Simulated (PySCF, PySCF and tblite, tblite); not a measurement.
**C5H6N2O2: conformers and averaged spectra**

Which conformers does C5H6N2O2 (`CC(=O)c1noc(C)n1`) populate, and what do their averaged NMR parameters look like?

Programs: PySCF 2.14.0 with density-fitted response routines of our own, and tblite 0.8.0. All values are computed, except where a source is named. Atoms count from 0 throughout.

## 1. The molecule as given

15 atoms, charge 0, multiplicity 1; geometry from: MMFF94s geometry.

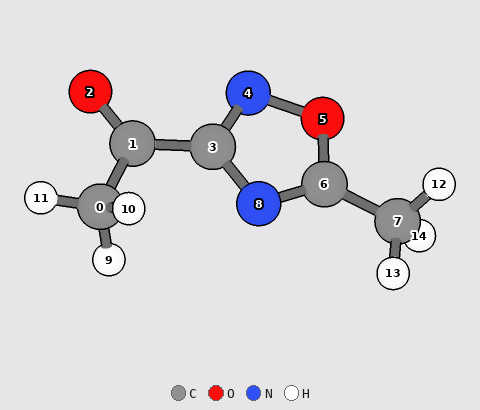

The starting geometry (carbon grey, oxygen red, nitrogen blue, hydrogen white), atoms numbered.

## 2. GFN2-xTB relaxation, conformer 1

The job: settings as JSON, then the geometry in Å.

```
{"job": {"xc": "GFN2-xTB", "basis": "xTB", "kind": "relax"}, "charge": 0, "multiplicity": 1}
C      2.608000     0.469300    -0.437100
C      1.908900    -0.359400     0.606100
O      2.587000    -0.946200     1.481400
C      0.451900    -0.429700     0.535000
N     -0.289700    -1.145700     1.421400
O     -1.601300    -0.938300     0.978300
C     -1.520200    -0.122800    -0.113800
C     -2.789500     0.242100    -0.747900
N     -0.287300     0.210000    -0.424100
H      2.381400     0.068700    -1.425800
H      2.257800     1.507700    -0.369400
H      3.677700     0.444800    -0.274700
H     -3.448100     0.769000    -0.037300
H     -2.618200     0.887800    -1.616700
H     -3.322600    -0.649400    -1.097600
```

The run is started by

```
$ OMP_NUM_THREADS=1 python ens_run.py task.json out
```

One launch serves the whole session.

What it wrote:

```text
step      E/eV     max force
  0    -753.56600    3.469
  1    -753.73606    3.723
  2    -753.81330    0.976
  3    -753.82460    0.384
  4    -753.82841    0.224
  5    -753.83255    0.243
  6    -753.83738    0.234
  7    -753.83942    0.132
  8    -753.84041    0.078
  9    -753.84119    0.079
 10    -753.84197    0.116
 11    -753.84258    0.092
 12    -753.84300    0.063
 13    -753.84339    0.091
 14    -753.84396    0.096
 15    -753.84475    0.113
 16    -753.84568    0.096
 17    -753.84669    0.081
 18    -753.84786    0.104
 19    -753.84920    0.120
 20    -753.85042    0.117
 21    -753.85119    0.074
 22    -753.85158    0.047
 23    -753.85186    0.055
 24    -753.85210    0.063
 25    -753.85230    0.046
 26    -753.85245    0.047
 27    -753.85257    0.037
 28    -753.85257    0.037
 29    -753.85262    0.037
 30    -753.85268    0.022
 31    -753.85271    0.023
 32    -753.85274    0.014
 33    -753.85277    0.012
 34    -753.85278    0.014
 35    -753.85282    0.017
 36    -753.85285    0.012
 37    -753.85287    0.009
 38    -753.85288    0.007
 39    -753.85288    0.008
 40    -753.85289    0.006
 41    -753.85289    0.003
```

Run time: 0.25 s. Hardware: 1 thread of Arm Neoverse V1, shared host.

Gain 0.287 eV; displacement 0.08 Å root mean square.

**GFN2-xTB relaxation, conformer 2**

The job: settings as JSON, then the geometry in Å.

```
{"job": {"xc": "GFN2-xTB", "basis": "xTB", "kind": "relax"}, "charge": 0, "multiplicity": 1}
C     -2.949300     0.064700    -0.130900
C     -1.703700     0.895800    -0.016100
O     -1.758000     2.118700     0.008800
C     -0.426400     0.179400     0.087500
N     -0.347700    -1.173300     0.090900
O      1.014500    -1.424800     0.198300
C      1.635300    -0.207400     0.269400
C      3.107700    -0.212000     0.407300
N      0.805500     0.796100     0.215000
H     -3.081700    -0.569800     0.755600
H     -3.827400     0.730300    -0.198800
H     -2.922800    -0.545800    -1.034700
H      3.484400     0.806300     0.462300
H      3.407900    -0.742600     1.311200
H      3.557300    -0.707500    -0.453200
```

What it wrote:

```text
step      E/eV     max force
  0    -753.66276    2.583
  1    -753.77911    1.812
  2    -753.80206    0.818
  3    -753.80993    0.289
  4    -753.81309    0.166
  5    -753.81801    0.224
  6    -753.82116    0.196
  7    -753.82362    0.120
  8    -753.82575    0.120
  9    -753.82813    0.150
 10    -753.83041    0.149
 11    -753.83229    0.113
 12    -753.83363    0.094
 13    -753.83466    0.088
 14    -753.83540    0.082
 15    -753.83580    0.051
 16    -753.83602    0.048
 17    -753.83622    0.062
 18    -753.83642    0.056
 19    -753.83659    0.038
 20    -753.83659    0.038
 21    -753.83665    0.027
 22    -753.83672    0.032
 23    -753.83675    0.030
 24    -753.83680    0.024
 25    -753.83686    0.020
 26    -753.83690    0.025
 27    -753.83699    0.028
 28    -753.83706    0.027
 29    -753.83714    0.022
 30    -753.83721    0.019
 31    -753.83727    0.022
 32    -753.83733    0.022
 33    -753.83738    0.020
 34    -753.83742    0.022
 35    -753.83746    0.024
 36    -753.83749    0.022
 37    -753.83751    0.014
 38    -753.83753    0.009
 39    -753.83755    0.011
 40    -753.83755    0.007
 41    -753.83756    0.005
 42    -753.83756    0.004
```

Run time: 0.23 s. Hardware: 1 thread of Arm Neoverse V1, shared host.

Relaxing gained 0.175 eV and moved the atoms by 0.06 Å on average (rms).

## 3. Shieldings, conformer 1: PBE0/pcSseg-1 in chloroform

The job: settings as JSON, then the geometry in Å.

```
{"job": {"xc": "PBE0", "basis": "pcSseg-1", "solvent": "chloroform", "kind": "nmr", "pop": true}, "charge": 0, "multiplicity": 1}
C      2.533217     0.469438    -0.442862
C      1.941395    -0.381668     0.641381
O      2.578148    -0.952439     1.487771
C      0.458969    -0.460537     0.576682
N     -0.284461    -1.139247     1.408372
O     -1.554317    -0.943058     0.994972
C     -1.499348    -0.141831    -0.082260
C     -2.738345     0.261799    -0.772392
N     -0.279761     0.182700    -0.379137
H      2.246045     0.068641    -1.412422
H      2.124481     1.475181    -0.375296
H      3.615073     0.494318    -0.349959
H     -3.389540     0.793392    -0.080788
H     -2.487289     0.902352    -1.611449
H     -3.268680    -0.621050    -1.124833
```

What it wrote:

```text
coarse grid: 13448 points
cycle   1  E = -453.2793555144  dE =  1.795e+00  |g| = 8.959e-01  |ddm| = 3.722e+00
cycle   2  E = -452.9243084811  dE =  3.550e-01  |g| = 1.631e+00  |ddm| = 2.661e+00
cycle   3  E = -453.4290652776  dE = -5.048e-01  |g| = 1.947e-01  |ddm| = 2.010e+00
cycle   4  E = -453.4356677893  dE = -6.603e-03  |g| = 8.313e-02  |ddm| = 1.863e-01
cycle   5  E = -453.4369276268  dE = -1.260e-03  |g| = 2.921e-02  |ddm| = 7.157e-02
cycle   6  E = -453.4370956738  dE = -1.680e-04  |g| = 8.164e-03  |ddm| = 2.338e-02
cycle   7  E = -453.4371075964  dE = -1.192e-05  |g| = 3.363e-03  |ddm| = 6.821e-03
cycle   8  E = -453.4371097636  dE = -2.167e-06  |g| = 7.062e-04  |ddm| = 2.712e-03
final grid: 132672 points
cycle   9  E = -453.5085018100  dE = -1.520e-05  |g| = 1.534e-02  |ddm| = 3.073e-02
cycle  10  E = -453.5083975532  dE =  1.043e-04  |g| = 2.847e-02  |ddm| = 3.020e-02
cycle  11  E = -453.5085445932  dE = -1.470e-04  |g| = 2.511e-03  |ddm| = 2.132e-02
cycle  12  E = -453.5085459173  dE = -1.324e-06  |g| = 4.240e-04  |ddm| = 1.941e-03
cycle  13  E = -453.5085459476  dE = -3.034e-08  |g| = 1.853e-04  |ddm| = 3.797e-04
cycle  14  E = -453.5085459540  dE = -6.381e-09  |g| = 6.345e-05  |ddm| = 1.637e-04
cycle  15  E = -453.5085459549  dE = -9.119e-10  |g| = 1.672e-05  |ddm| = 6.181e-05
converged SCF energy = -453.5085459549

GIAO shielding tensors (ppm)
atom      isotropic    diamagn.    paramagn.     s11        s22        s33       span
  0 C      152.803     253.000    -100.196    130.933    141.097    186.380     55.447
  1 C      -12.467     244.096    -256.563   -115.569    -16.470     94.638    210.207
  2 O     -310.932     394.417    -705.349   -909.570   -392.613    369.387   1278.957
  3 C       16.804     260.769    -243.965    -75.938     35.096     91.254    167.192
  4 N     -143.678     324.146    -467.824   -381.614   -121.000     71.581    453.195
  5 O      -82.245     404.915    -487.160   -241.086   -106.401    100.752    341.838
  6 C       -0.848     262.243    -263.091    -67.955    -13.071     78.482    146.437
  7 C      172.389     246.327     -73.937    159.016    166.434    191.718     32.703
  8 N      -10.664     332.574    -343.238   -158.329    -63.790    190.128    348.458
  9 H       28.488      30.007      -1.519     24.863     29.014     31.588      6.724
 10 H       28.483      30.161      -1.678     24.852     29.017     31.579      6.727
 11 H       29.349      26.983       2.366     25.880     27.764     34.402      8.521
 12 H       28.775      26.463       2.312     24.594     26.722     35.007     10.413
 13 H       28.634      28.415       0.219     23.403     27.955     34.546     11.142
 14 H       28.777      26.306       2.471     24.594     26.729     35.007     10.413
```

It took 33 s on 1 thread of Arm Neoverse V1, shared host; peak memory 0.95 GiB.

This run: HOMO -7.96 eV, LUMO -2.03 eV; dipole 6.00 D.

The fields below are evaluated on a grid from the run's orbitals.

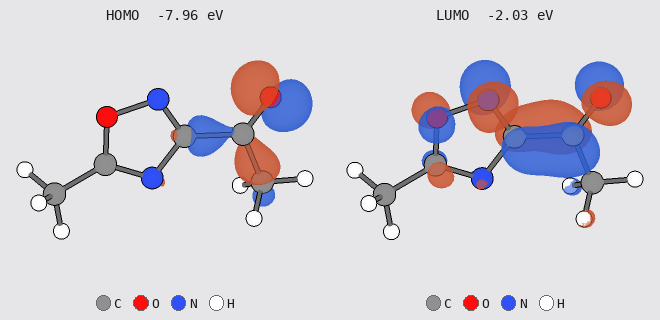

Frontier orbitals at PBE0/pcSseg-1; each surface holds 70 % of the orbital's density, blue and red mark the sign.

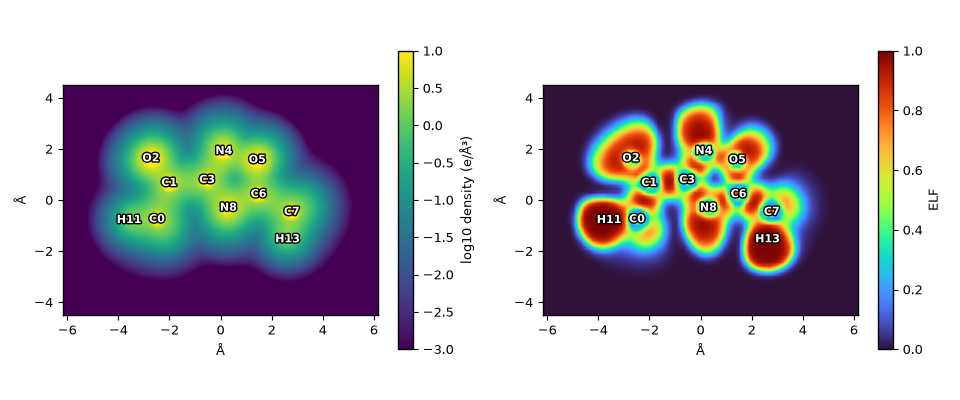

Density (left) and ELF (right) in a plane through or near 11 of the atoms.

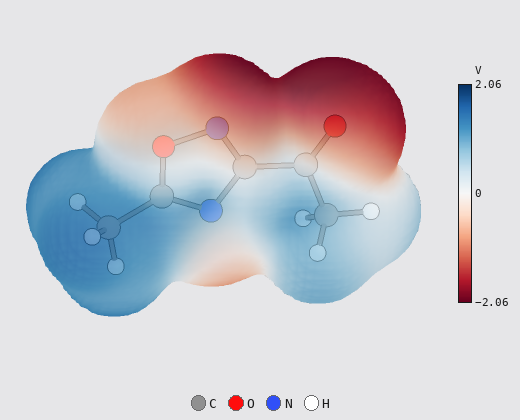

Electrostatic potential on the surface of density 0.002 e/bohr³; red is low, blue high. It runs, from the 1st to the 99th percentile, from -2.06 V near O2 to 1.51 V near H14.

## 4. Shieldings, conformer 2: PBE0/pcSseg-1 in chloroform

The job: settings as JSON, then the geometry in Å.

```
{"job": {"xc": "PBE0", "basis": "pcSseg-1", "solvent": "chloroform", "kind": "nmr", "pop": false}, "charge": 0, "multiplicity": 1}
C     -2.915113     0.066516    -0.126478
C     -1.704703     0.946310    -0.007632
O     -1.735241     2.148711     0.005489
C     -0.428461     0.191025     0.095753
N     -0.364865    -1.116233     0.082699
O      0.948630    -1.411078     0.195873
C      1.607393    -0.240133     0.271673
C      3.075607    -0.218070     0.402360
N      0.799998     0.771687     0.213853
H     -2.974176    -0.587938     0.739840
H     -3.811082     0.676777    -0.198626
H     -2.818808    -0.566456    -1.005317
H      3.410306     0.812902     0.452832
H      3.375371    -0.751070     1.302967
H      3.530730    -0.714961    -0.452718
```

What it wrote:

```text
coarse grid: 13448 points
cycle   1  E = -453.2796354188  dE =  1.792e+00  |g| = 8.963e-01  |ddm| = 3.715e+00
cycle   2  E = -452.9091309746  dE =  3.705e-01  |g| = 1.653e+00  |ddm| = 2.635e+00
cycle   3  E = -453.4297440543  dE = -5.206e-01  |g| = 1.936e-01  |ddm| = 2.004e+00
cycle   4  E = -453.4364835862  dE = -6.740e-03  |g| = 7.744e-02  |ddm| = 1.863e-01
cycle   5  E = -453.4375902286  dE = -1.107e-03  |g| = 2.433e-02  |ddm| = 6.347e-02
cycle   6  E = -453.4377072589  dE = -1.170e-04  |g| = 6.295e-03  |ddm| = 1.845e-02
cycle   7  E = -453.4377154895  dE = -8.231e-06  |g| = 1.831e-03  |ddm| = 6.137e-03
final grid: 132672 points
cycle   8  E = -453.5094459589  dE = -1.626e-05  |g| = 1.483e-02  |ddm| = 3.250e-02
cycle   9  E = -453.5093466351  dE =  9.932e-05  |g| = 2.768e-02  |ddm| = 3.084e-02
cycle  10  E = -453.5094864347  dE = -1.398e-04  |g| = 2.204e-03  |ddm| = 2.168e-02
cycle  11  E = -453.5094874848  dE = -1.050e-06  |g| = 3.050e-04  |ddm| = 1.727e-03
cycle  12  E = -453.5094875012  dE = -1.639e-08  |g| = 1.425e-04  |ddm| = 3.149e-04
cycle  13  E = -453.5094875053  dE = -4.033e-09  |g| = 3.880e-05  |ddm| = 1.092e-04
cycle  14  E = -453.5094875055  dE = -2.688e-10  |g| = 1.110e-05  |ddm| = 3.538e-05
converged SCF energy = -453.5094875055

GIAO shielding tensors (ppm)
atom      isotropic    diamagn.    paramagn.     s11        s22        s33       span
  0 C      155.363     252.985     -97.622    133.279    141.530    191.281     58.002
  1 C      -10.636     243.332    -253.969   -114.274    -16.256     98.620    212.894
  2 O     -320.871     399.368    -720.239   -934.443   -391.137    362.968   1297.412
  3 C       15.406     261.960    -246.554    -78.160     34.441     89.937    168.097
  4 N     -149.385     328.226    -477.612   -397.555   -118.946     68.345    465.900
  5 O      -80.377     403.926    -484.303   -239.587    -98.017     96.472    336.059
  6 C       -1.503     263.097    -264.600    -68.695    -11.763     75.950    144.645
  7 C      172.307     245.724     -73.417    159.068    166.083    191.770     32.702
  8 N       -7.551     333.256    -340.807   -168.896    -56.899    203.142    372.038
  9 H       28.520      29.303      -0.783     25.022     28.617     31.921      6.899
 10 H       29.341      26.839       2.502     25.778     27.767     34.478      8.700
 11 H       28.515      29.605      -1.091     25.010     28.620     31.914      6.904
 12 H       28.592      27.258       1.333     23.270     27.800     34.704     11.434
 13 H       28.783      26.167       2.616     24.552     26.856     34.942     10.390
 14 H       28.783      26.511       2.272     24.569     26.828     34.951     10.382
```

It took 23 s on 1 thread of Arm Neoverse V1, shared host; peak memory 0.96 GiB.

This run: HOMO -8.02 eV, LUMO -2.05 eV; dipole 3.76 D.

## 5. Couplings, conformer 1: B3LYP/6-31G*+pcJ-1

The job: settings as JSON, then the geometry in Å.

```
{"job": {"xc": "B3LYP", "basis": {"default": "6-31G*", "H": "pcJ-1"}, "nuclei": ["H", "F", "P", "Si", "B"], "kind": "j"}, "charge": 0, "multiplicity": 1}
C      2.533217     0.469438    -0.442862
C      1.941395    -0.381668     0.641381
O      2.578148    -0.952439     1.487771
C      0.458969    -0.460537     0.576682
N     -0.284461    -1.139247     1.408372
O     -1.554317    -0.943058     0.994972
C     -1.499348    -0.141831    -0.082260
C     -2.738345     0.261799    -0.772392
N     -0.279761     0.182700    -0.379137
H      2.246045     0.068641    -1.412422
H      2.124481     1.475181    -0.375296
H      3.615073     0.494318    -0.349959
H     -3.389540     0.793392    -0.080788
H     -2.487289     0.902352    -1.611449
H     -3.268680    -0.621050    -1.124833
```

What it wrote:

```text
coarse grid: 13448 points
cycle   1  E = -453.9268409466  dE =  1.779e+00  |g| = 9.769e-01  |ddm| = 4.070e+00
cycle   2  E = -453.3039790245  dE =  6.229e-01  |g| = 1.993e+00  |ddm| = 3.086e+00
cycle   3  E = -454.1100712002  dE = -8.061e-01  |g| = 2.705e-01  |ddm| = 2.434e+00
cycle   4  E = -454.1232586174  dE = -1.319e-02  |g| = 1.266e-01  |ddm| = 3.149e-01
cycle   5  E = -454.1261133122  dE = -2.855e-03  |g| = 5.278e-02  |ddm| = 1.281e-01
cycle   6  E = -454.1267008020  dE = -5.875e-04  |g| = 1.467e-02  |ddm| = 4.815e-02
cycle   7  E = -454.1267402627  dE = -3.946e-05  |g| = 5.624e-03  |ddm| = 1.396e-02
cycle   8  E = -454.1267468280  dE = -6.565e-06  |g| = 1.196e-03  |ddm| = 4.945e-03
final grid: 132672 points
cycle   9  E = -454.0535074098  dE = -3.008e-05  |g| = 7.212e-03  |ddm| = 2.487e-02
cycle  10  E = -454.0534874384  dE =  1.997e-05  |g| = 1.231e-02  |ddm| = 1.484e-02
cycle  11  E = -454.0535182007  dE = -3.076e-05  |g| = 2.740e-03  |ddm| = 1.119e-02
cycle  12  E = -454.0535197179  dE = -1.517e-06  |g| = 3.314e-04  |ddm| = 2.361e-03
cycle  13  E = -454.0535197365  dE = -1.861e-08  |g| = 1.870e-04  |ddm| = 4.508e-04
cycle  14  E = -454.0535197433  dE = -6.753e-09  |g| = 7.721e-05  |ddm| = 1.976e-04
cycle  15  E = -454.0535197446  dE = -1.322e-09  |g| = 1.868e-05  |ddm| = 7.667e-05
cycle  16  E = -454.0535197447  dE = -6.855e-11  |g| = 4.688e-06  |ddm| = 1.733e-05
converged SCF energy = -454.0535197447

Indirect spin-spin couplings (Hz)
  i      j    bonds     total        FC       PSO       DSO        SD
  9 H   10 H    2    -21.129   -20.890     1.994    -2.234         -
  9 H   11 H    2    -12.912   -12.417     2.155    -2.649         -
  9 H   12 H    7     -0.207    -0.003     0.451    -0.655         -
 10 H   11 H    2    -12.889   -12.393     2.155    -2.650         -
 10 H   14 H    7     -0.207    -0.003     0.451    -0.654         -
 11 H   12 H    7     -0.255    -0.003     0.558    -0.810         -
 11 H   13 H    7     -0.177    -0.002     0.410    -0.585         -
 11 H   14 H    7     -0.255    -0.003     0.558    -0.810         -
 12 H   13 H    2    -14.814   -14.268     2.197    -2.743         -
 12 H   14 H    2    -19.903   -19.515     2.173    -2.561         -
 13 H   14 H    2    -14.824   -14.279     2.196    -2.742         -
```

Run time: 26 s. Hardware: 1 thread of Arm Neoverse V1, shared host; peak memory 0.95 GiB.

Key values: HOMO -7.16 eV, LUMO -1.84 eV; dipole 4.69 D.

## 6. Couplings, conformer 2: B3LYP/6-31G*+pcJ-1

The job: settings as JSON, then the geometry in Å.

```
{"job": {"xc": "B3LYP", "basis": {"default": "6-31G*", "H": "pcJ-1"}, "nuclei": ["H", "F", "P", "Si", "B"], "kind": "j"}, "charge": 0, "multiplicity": 1}
C     -2.915113     0.066516    -0.126478
C     -1.704703     0.946310    -0.007632
O     -1.735241     2.148711     0.005489
C     -0.428461     0.191025     0.095753
N     -0.364865    -1.116233     0.082699
O      0.948630    -1.411078     0.195873
C      1.607393    -0.240133     0.271673
C      3.075607    -0.218070     0.402360
N      0.799998     0.771687     0.213853
H     -2.974176    -0.587938     0.739840
H     -3.811082     0.676777    -0.198626
H     -2.818808    -0.566456    -1.005317
H      3.410306     0.812902     0.452832
H      3.375371    -0.751070     1.302967
H      3.530730    -0.714961    -0.452718
```

What it wrote:

```text
coarse grid: 13448 points
cycle   1  E = -453.9259702279  dE =  1.777e+00  |g| = 9.816e-01  |ddm| = 4.079e+00
cycle   2  E = -453.2520802600  dE =  6.739e-01  |g| = 2.049e+00  |ddm| = 3.129e+00
cycle   3  E = -454.1105071463  dE = -8.584e-01  |g| = 2.721e-01  |ddm| = 2.506e+00
cycle   4  E = -454.1242054398  dE = -1.370e-02  |g| = 1.253e-01  |ddm| = 3.231e-01
cycle   5  E = -454.1269926955  dE = -2.787e-03  |g| = 4.979e-02  |ddm| = 1.224e-01
cycle   6  E = -454.1275145561  dE = -5.219e-04  |g| = 1.449e-02  |ddm| = 4.675e-02
cycle   7  E = -454.1275573184  dE = -4.276e-05  |g| = 5.690e-03  |ddm| = 1.554e-02
cycle   8  E = -454.1275640147  dE = -6.696e-06  |g| = 1.435e-03  |ddm| = 5.043e-03
final grid: 132672 points
cycle   9  E = -454.0545543595  dE = -3.116e-05  |g| = 7.208e-03  |ddm| = 2.464e-02
cycle  10  E = -454.0545341925  dE =  2.017e-05  |g| = 1.227e-02  |ddm| = 1.507e-02
cycle  11  E = -454.0545651587  dE = -3.097e-05  |g| = 2.696e-03  |ddm| = 1.144e-02
cycle  12  E = -454.0545666563  dE = -1.498e-06  |g| = 3.237e-04  |ddm| = 2.434e-03
cycle  13  E = -454.0545666738  dE = -1.757e-08  |g| = 1.816e-04  |ddm| = 4.602e-04
cycle  14  E = -454.0545666803  dE = -6.461e-09  |g| = 7.314e-05  |ddm| = 1.944e-04
cycle  15  E = -454.0545666815  dE = -1.174e-09  |g| = 1.773e-05  |ddm| = 6.992e-05
cycle  16  E = -454.0545666815  dE = -6.469e-11  |g| = 6.685e-06  |ddm| = 1.919e-05
converged SCF energy = -454.0545666815

Indirect spin-spin couplings (Hz)
  i      j    bonds     total        FC       PSO       DSO        SD
  9 H   10 H    2    -13.263   -12.767     2.159    -2.655         -
  9 H   11 H    2    -20.860   -20.603     2.017    -2.274         -
  9 H   12 H    7     -0.228    -0.000     0.465    -0.693         -
  9 H   14 H    7     -0.178     0.052     0.472    -0.702         -
 10 H   11 H    2    -13.244   -12.747     2.159    -2.656         -
 10 H   12 H    7     -0.248    -0.017     0.492    -0.723         -
 10 H   13 H    7     -0.254    -0.007     0.522    -0.769         -
 10 H   14 H    7     -0.254    -0.007     0.521    -0.768         -
 11 H   12 H    7     -0.229    -0.001     0.466    -0.695         -
 11 H   13 H    7     -0.179     0.051     0.471    -0.701         -
 12 H   13 H    2    -14.832   -14.283     2.199    -2.749         -
 12 H   14 H    2    -14.898   -14.350     2.198    -2.746         -
 13 H   14 H    2    -19.802   -19.412     2.178    -2.568         -
```

It took 25 s on 1 thread of Arm Neoverse V1, shared host; peak memory 0.95 GiB.

In short: HOMO -7.22 eV, LUMO -1.87 eV; dipole 2.96 D.

[end of part 1 of 2]
